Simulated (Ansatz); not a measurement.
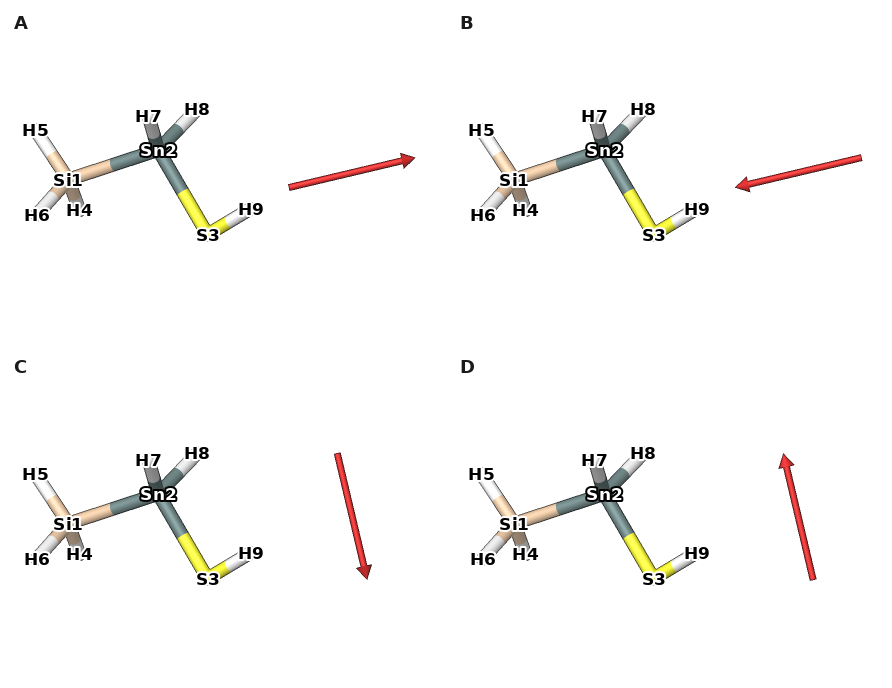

The same molecule four times, each with an arrow. The geometry was computed by an optimisation with PBE-D4/def2-SVP. No frequency run is at hand to confirm it as a minimum. Level of theory: RKS PBE-D4/def2-SVP, core potentials on Sn (Ansatz 0.2.0).

Which arrow points along the dipole moment, from the negative to the positive end?

D. The dipole moment is 1.41 D; it points from the side of S3 to the side of H5 (the outermost atoms at the two ends).
